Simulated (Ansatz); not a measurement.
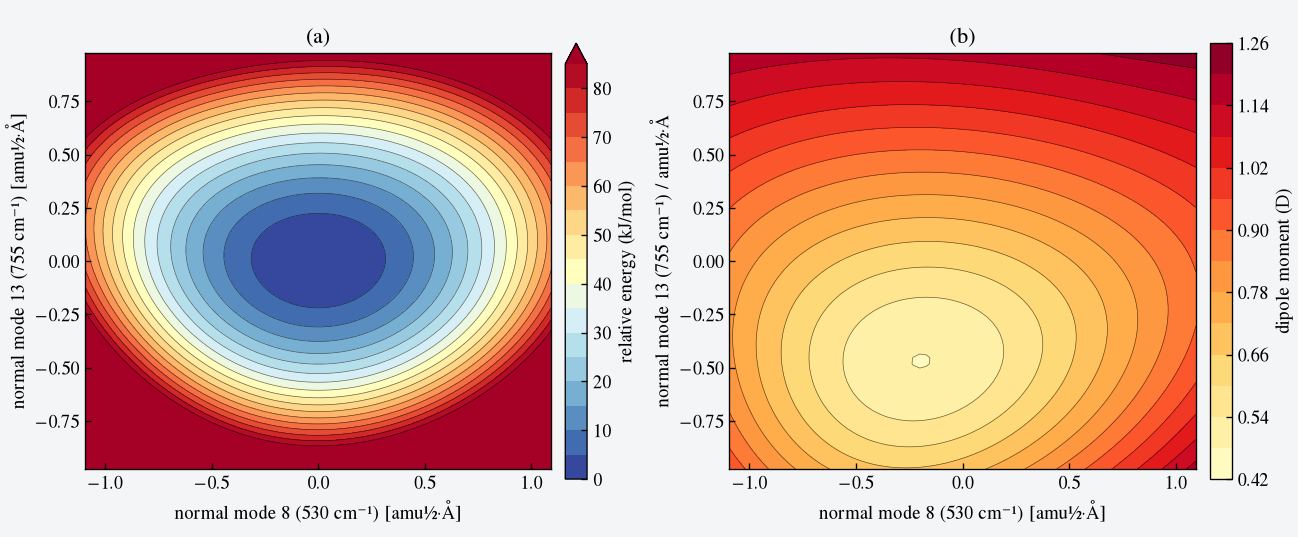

CH₆BFSi₂, SMILES FB[SiH]1C[SiH2]1. Coordinates scanned: (1) normal mode 8 (530 cm⁻¹); (2) normal mode 13 (755 cm⁻¹). Nothing is relaxed (straight displacements along the two mass-weighted modes). The scan uses a 13 × 13 grid. Points are written as (first, second). Energies are in kJ/mol, from the relaxed molecule at the same level. The calculation used RKS CAM-B3LYP-D4/def2-SVP (Ansatz 0.2.0).

Panel (a) is the energy; panel (b) is the computed dipole moment, in D.

The picture shows filled contours, one colour for all values above the top of the scale. Between grid points the surface is interpolated.

**How does the dipole moment vary over the map, and what is it at the lowest grid point?**

Leaving out the highest fifth of the energies, it runs from 0.48 D at (−0.182 amu½·Å, −0.488 amu½·Å) to 1.19 D at (0.547 amu½·Å, 0.977 amu½·Å). At the lowest grid point, (0.000 amu½·Å, 0.000 amu½·Å), it is 0.62 D.

| normal mode 13 (755 cm⁻¹) ↓, normal mode 8 (530 cm⁻¹) → | −1.094 | −0.912 | −0.730 | −0.547 | −0.365 | −0.182 | 0.000 | 0.182 | 0.365 | 0.547 | 0.730 | 0.912 | 1.094 |
| --- | --- | --- | --- | --- | --- | --- | --- | --- | --- | --- | --- | --- | --- |
| 0.977 | 1.18 | 1.17 | 1.16 | 1.15 | 1.15 | 1.15 | 1.16 | 1.17 | 1.18 | 1.19 | 1.21 | 1.22 | 1.23 |
| 0.814 | 1.11 | 1.10 | 1.08 | 1.07 | 1.06 | 1.06 | 1.07 | 1.08 | 1.09 | 1.11 | 1.13 | 1.15 | 1.16 |
| 0.651 | 1.05 | 1.02 | 1.00 | 0.98 | 0.98 | 0.97 | 0.98 | 0.99 | 1.01 | 1.03 | 1.05 | 1.08 | 1.10 |
| 0.488 | 0.99 | 0.95 | 0.92 | 0.90 | 0.88 | 0.88 | 0.89 | 0.90 | 0.92 | 0.94 | 0.97 | 1.01 | 1.04 |
| 0.326 | 0.93 | 0.88 | 0.84 | 0.81 | 0.79 | 0.79 | 0.79 | 0.81 | 0.83 | 0.86 | 0.90 | 0.94 | 0.98 |
| 0.163 | 0.87 | 0.81 | 0.77 | 0.73 | 0.71 | 0.70 | 0.70 | 0.72 | 0.75 | 0.79 | 0.84 | 0.89 | 0.94 |
| 0.000 | 0.83 | 0.76 | 0.70 | 0.65 | 0.62 | 0.61 | 0.62 | 0.64 | 0.68 | 0.73 | 0.78 | 0.84 | 0.91 |
| −0.163 | 0.80 | 0.72 | 0.65 | 0.59 | 0.56 | 0.54 | 0.55 | 0.58 | 0.63 | 0.69 | 0.75 | 0.82 | 0.89 |
| −0.326 | 0.79 | 0.69 | 0.61 | 0.55 | 0.51 | 0.49 | 0.51 | 0.54 | 0.60 | 0.67 | 0.74 | 0.82 | 0.90 |
| −0.488 | 0.80 | 0.69 | 0.60 | 0.54 | 0.49 | 0.48 | 0.50 | 0.54 | 0.60 | 0.68 | 0.76 | 0.85 | 0.93 |
| −0.651 | 0.82 | 0.72 | 0.63 | 0.56 | 0.52 | 0.51 | 0.53 | 0.57 | 0.64 | 0.72 | 0.81 | 0.90 | 0.99 |
| −0.814 | 0.88 | 0.77 | 0.68 | 0.61 | 0.58 | 0.57 | 0.60 | 0.64 | 0.71 | 0.79 | 0.88 | 0.97 | 1.07 |
| −0.977 | 0.94 | 0.84 | 0.76 | 0.70 | 0.67 | 0.67 | 0.69 | 0.74 | 0.81 | 0.89 | 0.97 | 1.07 | 1.16 |
